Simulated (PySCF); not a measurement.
**Run report: C2H4ClFGaN, excited-state calculation**

- system: C2H4ClFGaN
- method: TDDFT PBE0/def2-TZVP, vertical, gas phase, core orbitals frozen in the response (PySCF 2.14.0)

The geometry comes from this level: PBE0-D3(BJ)/def2-SVP.

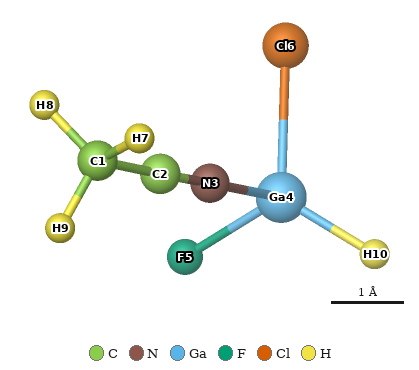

*The structure as given in the input (ball-and-stick view, seen at a tilt; atoms are numbered from 1 in the order of the input). Sticks mark near contacts.*

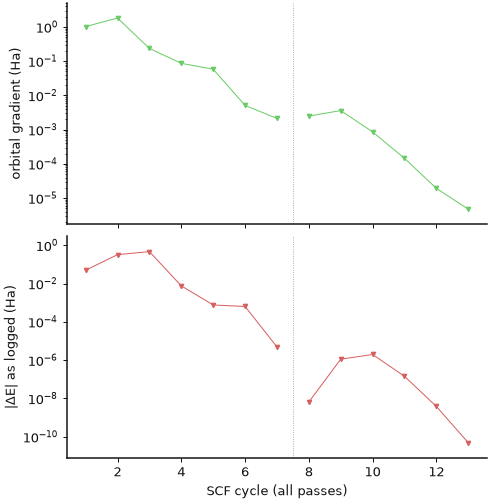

*Convergence of the self-consistent field: orbital gradient and size of the energy change against the SCF cycle. The dotted line marks the change from a coarse to the final integration grid.*

The first 7 cycles use a coarse grid, the final grid takes over at cycle 8, and the field converges after 13 cycles in all.

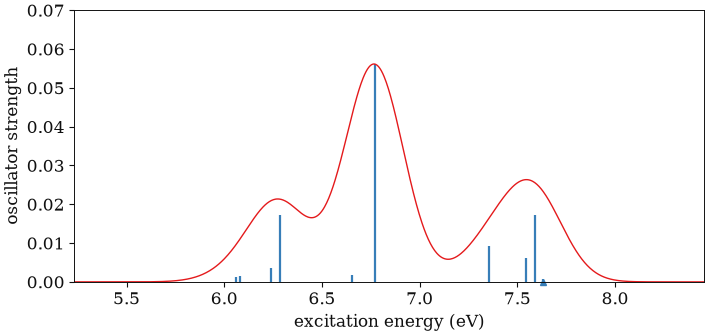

*Computed excitations as sticks (degenerate states added up, dark ones marked on the axis), with a Gaussian envelope of 0.35 eV full width at half maximum, scaled to the tallest.*

Of the 10 states the lowest lies at 6.06 eV (f = 0.001); the strongest line is at 6.77 eV, or 183 nm (f = 0.056).

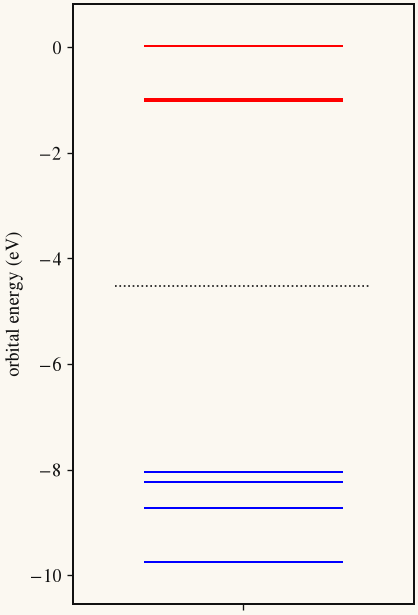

*Orbital energies near the frontier; the dotted line parts filled from empty levels, and levels within 0.02 eV of each other stand side by side.*

Highest filled −8.04 eV, lowest empty −1.02 eV, 7.02 eV apart.

The input and output of the run follow.

**The input**
```
{"job": {"kind": "uv", "xc": "PBE0", "basis": "def2-TZVP"}, "charge": 0, "multiplicity": 1}
C     -2.233987    -0.129944     0.132947
C     -0.791150    -0.074864     0.186891
N      0.357650    -0.016521     0.217666
Ga     2.450095     0.043199    -0.056785
F      2.459060    -1.164038    -1.345661
Cl     2.549475     2.071057    -0.828608
H     -2.659023     0.360830     1.019920
H     -2.584254     0.388189    -0.771442
H     -2.564804    -1.177715     0.101564
H      3.066873    -0.320672     1.322321
```

The first line tells a small driver script what to run in PySCF; the rest is the geometry in Å.

Launch command:
```bash
OMP_NUM_THREADS=1 python <driver script> task.json out
```

**Log**
```
coarse grid: 44400 points
cycle   1  E = -2617.6689364976  dE = -4.973e-02  |g| = 1.027e+00  |ddm| = 2.538e+00
cycle   2  E = -2617.3448358840  dE =  3.241e-01  |g| = 1.820e+00  |ddm| = 1.507e+00
cycle   3  E = -2617.8115799076  dE = -4.667e-01  |g| = 2.351e-01  |ddm| = 9.595e-01
cycle   4  E = -2617.8191833203  dE = -7.603e-03  |g| = 8.666e-02  |ddm| = 1.602e-01
cycle   5  E = -2617.8199433411  dE = -7.600e-04  |g| = 5.827e-02  |ddm| = 6.199e-02
cycle   6  E = -2617.8205805535  dE = -6.372e-04  |g| = 5.109e-03  |ddm| = 2.746e-02
cycle   7  E = -2617.8205854893  dE = -4.936e-06  |g| = 2.131e-03  |ddm| = 4.892e-03
final grid: 91536 points
cycle   8  E = -2617.8204046089  dE =  6.526e-09  |g| = 2.494e-03  |ddm| = 3.198e-03
cycle   9  E = -2617.8204034883  dE =  1.121e-06  |g| = 3.611e-03  |ddm| = 3.148e-03
cycle  10  E = -2617.8204054621  dE = -1.974e-06  |g| = 8.602e-04  |ddm| = 1.880e-03
cycle  11  E = -2617.8204056055  dE = -1.434e-07  |g| = 1.450e-04  |ddm| = 4.554e-04
cycle  12  E = -2617.8204056093  dE = -3.798e-09  |g| = 1.930e-05  |ddm| = 7.814e-05
cycle  13  E = -2617.8204056094  dE = -4.866e-11  |g| = 4.767e-06  |ddm| = 1.045e-05
converged SCF energy = -2617.8204056094

Static polarisability (au): isotropic 66.520, principal 52.772 64.160 82.627

Singlet excitations
state   eV       nm        f      main configurations
  1   6.0593    204.6   0.00120   H->L 0.51, H->L+1 0.47
  2   6.0827    203.8   0.00151   H->L+1 0.51, H->L 0.47
  3   6.2392    198.7   0.00348   H-1->L 0.81, H-1->L+1 0.16
  4   6.2856    197.3   0.01720   H-1->L+1 0.81, H-1->L 0.16
  5   6.6547    186.3   0.00172   H-2->L 0.84, H-2->L+1 0.14
  6   6.7695    183.2   0.05615   H-2->L+1 0.84, H-2->L 0.13
  7   7.3573    168.5   0.00914   H->L+2 0.98
  8   7.5417    164.4   0.00607   H-1->L+2 0.92
  9   7.5923    163.3   0.01711   H-3->L 0.88
 10   7.6312    162.5   0.00065   H-3->L+1 0.64, H-4->L+1 0.11

Triplet excitations (Tamm-Dancoff, eV): 5.9799 6.0264 6.0532 6.1703
```

**Summary**

```json
{"quantity": "outcome", "value": "converged"}
{"quantity": "total energy", "value": "−2617.820406 hartree"}
{"quantity": "HOMO", "value": "−8.04 eV"}
{"quantity": "LUMO", "value": "−1.02 eV"}
{"quantity": "dipole moment", "value": "8.80 D"}
{"quantity": "mean polarisability", "value": "66.52 a.u."}
{"quantity": "lowest singlet excitation", "value": "6.06 eV"}
{"quantity": "hardware", "value": "1 CPU thread, shared host"}
{"quantity": "wall time", "value": "70 s"}
{"quantity": "peak memory", "value": "0.89 GiB"}
```

**Remarks**

Spin–orbit coupling is left out, which matters for the heavy atoms.
